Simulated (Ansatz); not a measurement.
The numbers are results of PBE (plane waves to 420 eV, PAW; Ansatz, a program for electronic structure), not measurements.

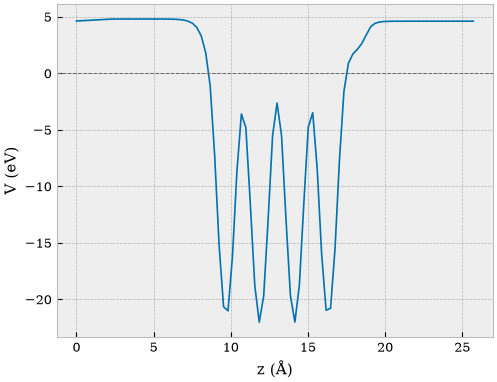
Plane-averaged electrostatic potential energy along the normal, in eV from the Fermi level, for Cl on the 1x1 (110) surface of bcc W, one in a 3x3 cell, started at the site 'hollow W-W-W'

Model: 37-atom slab, 6.6 Å thick at the start under the adsorbate (thin: gaps and levels are the slab's own), 4x4x1 mesh, Fermi-Dirac 0.1 eV, dipole correction, 18 atoms held, the rest relaxed; symmetry of the start imposed; no spin, no spin-orbit, no U, no dispersion correction. At the end it is bonded to 3 W. In PBE it is, or lies within 0.03 eV of, the lowest of the starts that converged.

The vacuum level lies 4.62 eV above the Fermi level over the top face and 4.82 eV above it under the bottom face.
